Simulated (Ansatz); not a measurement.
**HOF (hypofluorous acid) at PBE0/STO-3G**

Aim: the vertical singlet–triplet gap of HOF (hypofluorous acid) at PBE0/STO-3G, from 2 runs. 

The results are computed with Ansatz 0.2.0.

## 1. The system as given

HOF has 3 atoms, charge 0, and is taken as a singlet. As SMILES, `OF`. Geometry: relaxed at PBE0-D4/def2-TZVP.

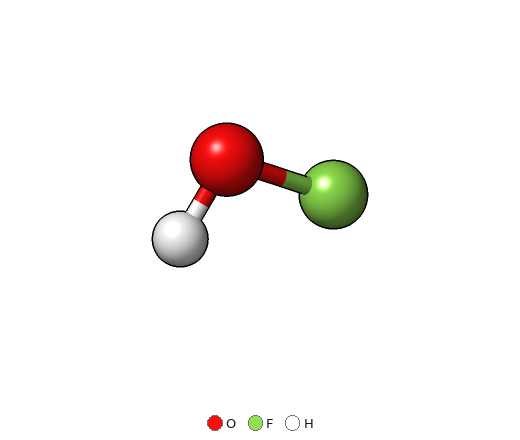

The structure, seen from a chosen angle (oxygen red, fluorine green, hydrogen white).

## 2. A single-point energy at PBE0/STO-3G

in.yaml reads:

```yaml
crystal:
  periodic: [false, false, false]
  atoms:
    - {symbol: O, position_ang: [0.430590, -0.210340, 0.216330]}
    - {symbol: F, position_ang: [-0.221910, 1.014620, -0.010980]}
    - {symbol: H, position_ang: [-0.208690, -0.804280, -0.205350]}
basis:
  gaussian: {orbitals: STO-3G}
hamiltonian: {xc: pbe0}
accuracy: high
```

Command:

```bash
$ ansatz run in.yaml --threads 1 --pin off --max-ram 3480MiB --events-out events.jsonl --progress --plain --runs-dir runs
```

The log of the run:

```text
Warning: RAYON_NUM_THREADS=1 ignored (pool sized by the plan → 1); use --threads N
Functional definition: PBE0
  name "PBE0"
  parameter a = 0.25
  parameter kappa = 0.804
  parameter beta = 0.06672455060314922
  exchange = (1 - a)*pbe_x(kappa = kappa, mu = beta*pi^2/3) + a*exact_x
  correlation = pbe_c(beta = beta)
168 factors; integrals over basis functions are off by at most 4.3e-8 eV
mean field evaluation 1: about -4705.1089 eV, gradient 7.5e0 eV
mean field evaluation 2: about -4705.3417 eV, gradient 1.4e0 eV
mean field evaluation 4: about -4705.3496 eV, gradient 1.6e-1 eV
mean field evaluation 8: about -4705.3553 eV, gradient 8.1e-4 eV
mean field -4705.35534683 eV, -172.9186195916 hartree, gradient 1.6e-8 eV, S^2 0.000000; 0 other end points of the search recorded, 0 dependent functions left out
reference -4705.35534758 eV, -172.9186196191 hartree; 9, 9 occupied and 2, 2 virtual orbitals, 168 factors
Total energy: -4705.35534758 eV, -172.9186196191 hartree
```

It took 0.44 s on 1 thread of Arm Neoverse V1, shared host.

## 3. The triplet

job.yaml reads:

```yaml
basis:
  gaussian: {orbitals: STO-3G}
crystal:
  periodic: [false, false, false]
  atoms:
    - {symbol: O, position_ang: [0.430590, -0.210340, 0.216330]}
    - {symbol: F, position_ang: [-0.221910, 1.014620, -0.010980]}
    - {symbol: H, position_ang: [-0.208690, -0.804280, -0.205350]}
magnetization: {spin_polarized: true, initial_magnetization: 2}
hamiltonian: {xc: {name: PBE0}}
accuracy: high
```

Command:

```bash
$ ansatz run job.yaml --threads 1 --pin off --max-ram 3480MiB --events-out events.jsonl --progress --plain --runs-dir runs
```

The log of the run, cut to the lines that bear on the results:

```text
Warning: RAYON_NUM_THREADS=1 ignored (pool sized by the plan → 1); use --threads N
[... 7 set-up lines as earlier in the session ...]
168 factors; integrals over basis functions are off by at most 4.3e-8 eV
mean field evaluation 1: about -4700.4495 eV, gradient 4.8e0 eV
mean field evaluation 2: about -4700.6696 eV, gradient 1.4e0 eV
mean field evaluation 4: about -4700.7474 eV, gradient 2.1e-1 eV
mean field evaluation 8: about -4700.7480 eV, gradient 2.8e-3 eV
mean field evaluation 16: about -4700.7480 eV, gradient 1.1e-7 eV
mean field -4700.74800126 eV, -172.7493027649 hartree, gradient 2.3e-8 eV, S^2 2.001376; 1 other end points of the search recorded, 0 dependent functions left out
reference -4700.74800200 eV, -172.7493027922 hartree; 10, 8 occupied and 1, 3 virtual orbitals, 168 factors
Total energy: -4700.74800200 eV, -172.7493027922 hartree
```

Run time: 0.85 s. Hardware: 1 thread of Arm Neoverse V1, shared host; peak memory 0.096 GiB.

## 4. Summary of results

At PBE0/STO-3G:

| quantity | value |
| --- | --- |
| singlet: total energy | -172.91862 Eh |
| triplet: total energy | -172.74930 Eh |
| triplet: ⟨S²⟩ | 2.001 |
| vertical energy of the triplet above the singlet | 4.607 eV |

At this shape the triplet lies 4.61 eV (445 kJ/mol) above the singlet. In a minimal basis such a difference can be off by several eV, whatever the method.
